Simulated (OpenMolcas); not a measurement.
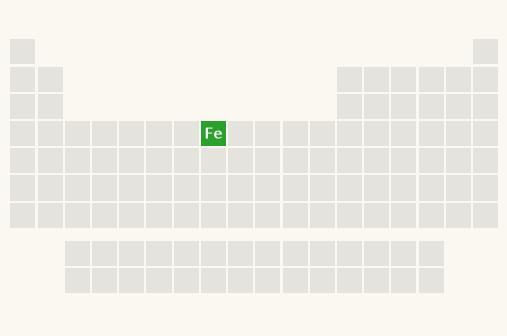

Fig. 1: The place of iron in the periodic table.

## Run report: Fe⁷⁺, multiconfigurational calculation

Fe⁷⁺. Level asked for: state-averaged MS-CASPT2, IPEA shift 0.25, imaginary shift 0.1 hartree, semicore shells correlated, active space 1 electron in the shells 3d 4d, basis ANO-RCC-VTZP, DKH2 scalar Hamiltonian, spin-orbit coupling by RASSI with atomic mean-field integrals (OpenMolcas).

**Outcome**

```tsv
quantity	value
outcome	refused by the program
hardware	1 CPU thread, shared host
```

**What went wrong**

One thing in this input was made wrong on purpose: misspelt keyword. The program refused the input; the driver noted: CASPT2 spin 2: _RC_INPUT_ERROR_.

**Input file**
```
&GATEWAY
Coord
1

Fe 0.0 0.0 0.0
Basis=ANO-RCC-VTZP
Group=XYZ
NoMove
AngMom=0.0 0.0 0.0
AMFI
&SEWARD
&RASSCF
FileOrb=start.orb
Symmetry=1
Spin=2
nActEl=1 0 0
Inactive=3 6
Ras2=5 0
CIRoot=5 5 1
SDav=5
CIMx=300
Iter=120 100
PrWF=0.3
OrbListing=Nothing
MaxOrb=0
Atom
>>> COPY $Project.JobIph JOBPRE
&RASSCF
FileOrb=start.orb
Symmetry=1
Spin=2
nActEl=1 0 0
Inactive=3 6
Ras2=10 0
CIRoot=5 5 1
SDav=10
CIMx=300
Iter=120 100
PrWF=0.3
OrbListing=Nothing
MaxOrb=0
Atom
>>> COPY $Project.JobIph JOB001
&RASSI
NrOfJobIphs=1 5
1 2 3 4 5
IphNames
JOB001
EJob
SpinOrbit
DIPRint=1.0
SOCoupling=1000.0
Subsets=2
MEES
Property=10
'ANGMOM' 1 'ANGMOM' 2 'ANGMOM' 3 'MLTPL  1' 1 'MLTPL  1' 2 'MLTPL  1' 3
'AMFI' 1 'AMFI' 2 'AMFI' 3 'MLTPL  2' 6
SOProperty=3
'ANGMOM' 1 'ANGMOM' 2 'ANGMOM' 3
>>> COPY JOB001 $Project.JobIph
&CASPT2
Multistate=5 1 2 3 4 5
Frozen=2 3
IPAE=0.25
Imaginary=0.1
MaxIter=60
WThr=0.0 0.3 0.05
PrWF=0.5
NoMix
```

The file start.orb holds starting orbitals from an earlier step.

Run as:
```bash
OMP_NUM_THREADS=1 MOLCAS_MEM=2252 MOLCAS_PROJECT=a pymolcas a.inp > a.log  # once for each step of the input, in one work folder
```

**Output (extracts)**
```
|        MOLCAS_PRINT = 2
  |       MOLCAS_SOURCE = [file]
  |    MOLCAS_STRUCTURE = 0
  |
   --------------------------------------------------------------------------------------
++ ---------   Input file   ---------
>>> COPY JOB001 $Project.JobIph
&CASPT2
Multistate=5 1 2 3 4 5
Frozen=2 3
IPAE=0.25
Imaginary=0.1
MaxIter=60
WThr=0.0 0.3 0.05
PrWF=0.5
NoMix
-- ----------------------------------
>>> COPY JOB001 a.JobIph
*** symbolic link created: INPORB -> a.RasOrb
--- Start Module: caspt2 at  ---
()()()()()()()()()()()()()()()()()()()()()()()()()()()()()()()()()()()()()()()()()()()()()()()()()()
                                              &CASPT2
                                   only a single process is used
                       available to each process: 2.3 GB of memory, 1 thread
()()()()()()()()()()()()()()()()()()()()()()()()()()()()()()()()()()()()()()()()()()()()()()()()()()
 ###    ERROR: Unrecognized keyword: IPAE                                    ###
--- Stop Module: caspt2 at  /rc=_RC_INPUT_ERROR_ ---
.####################.
.# User input error #.
.####################.
```
